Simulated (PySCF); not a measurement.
# C₇H₇NO: what the fields show

The calculation's input:

```
{"job": {"kind": "nmr", "xc": "PBE0", "basis": "pcSseg-1", "pop": false}, "charge": 0, "multiplicity": 1}
C     -0.929800    -0.136800     1.776000
C     -0.538300     0.285600     0.368100
C     -1.585000     0.073600    -0.725300
C     -0.297200     1.758000     0.406900
N     -0.254100     2.901300     0.479200
C      0.597100    -0.482600    -0.155100
C      1.624700    -0.604900    -1.030900
C      1.280200    -1.751400    -0.223700
O      1.461400    -2.875800     0.126500
H     -1.614000     0.555800     2.212500
H     -1.414900    -1.113100     1.730000
H      0.004600    -0.201500     2.459100
H     -1.169800     0.267300    -1.674900
H     -1.964900    -0.955000    -0.702300
H     -2.453100     0.645300    -0.417100
H      2.176700     0.014000    -1.674700
```

Run with:

```sh
OMP_NUM_THREADS=1 python probes_run.py task.json out
```

Geometry: GFN2-xTB, MD frame at 250 fs, 200 K.

Level of theory: PySCF, PBE0/pcSseg-1, SCF density, gas phase, non-relativistic.

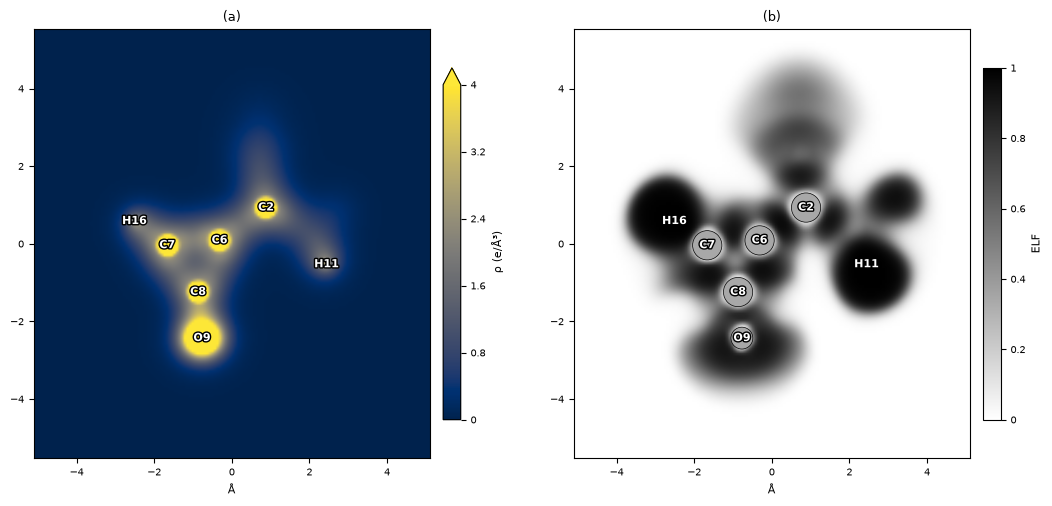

Figure 1. (a) total electron density; (b) electron localisation function on the plane of atoms C7, C8 and O9. Grey discs cover the atomic cores in the ELF map.

**What does the map show?**

- The section cuts through C, O and H sites.
- C–O (1.19 Å): ρ at the midpoint is about 3.3 e/Å³; the ELF peaks at about 0.85 between the atoms: a multiple bond.
- C–C (1.36 Å): ρ at the midpoint is about 2.1 e/Å³; the ELF peaks at about 0.85 between the atoms; a covalent bond.
- C–H (1.05 Å): the density is about 2.1 e/Å³ at the midpoint; the ELF climbs to about 1 towards the hydrogen, as it does in any bond to H (a covalent bond by its length).
- C–C (1.44 Å): the density is about 1.8 e/Å³ at the midpoint; the ELF peaks at about 0.80 between the atoms, as expected for localised, covalent bonding.
- C–C (1.47 Å): ρ at the midpoint is about 1.8 e/Å³; the ELF peaks at about 0.95 between the atoms, as expected for localised, covalent bonding.
- The ELF also peaks beside O9, away from the bonds: lone-pair regions.

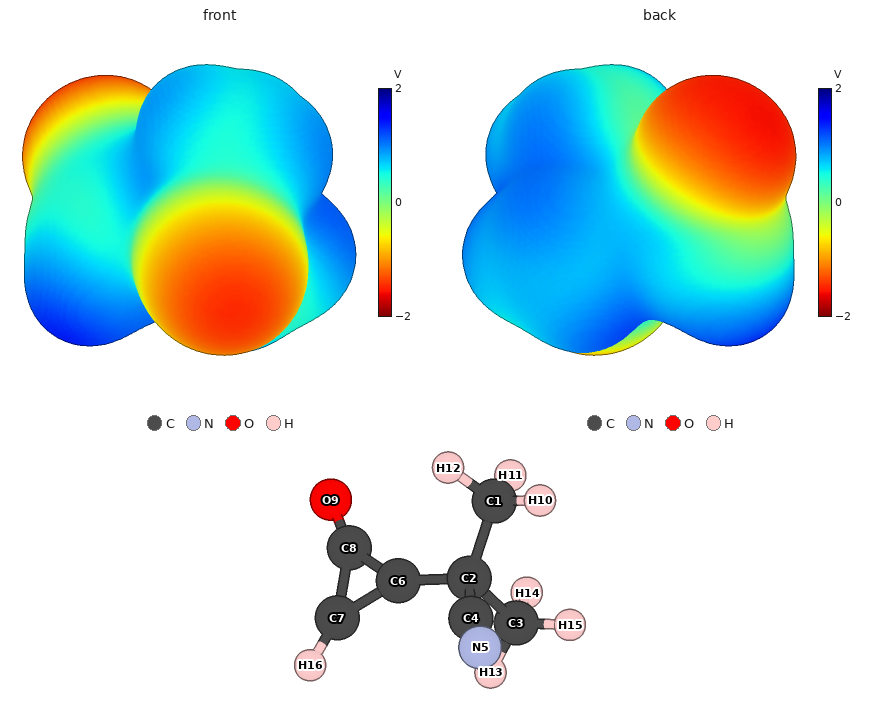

Figure 2. The electrostatic potential painted on the density surface at 0.001 e/bohr³, seen from the front and from behind; the colour scale runs from red (negative) to blue (positive). The bare structure is drawn below in the same view.

**Which sites attract a positive test charge, and which a negative one?**

A positive charge is drawn to the negative regions and a negative charge to the positive ones. The most negative region (about −1.6 V) lies over O9, the most positive (about +1.3 V) over H16. O9 is the likeliest acceptor of a hydrogen bond.
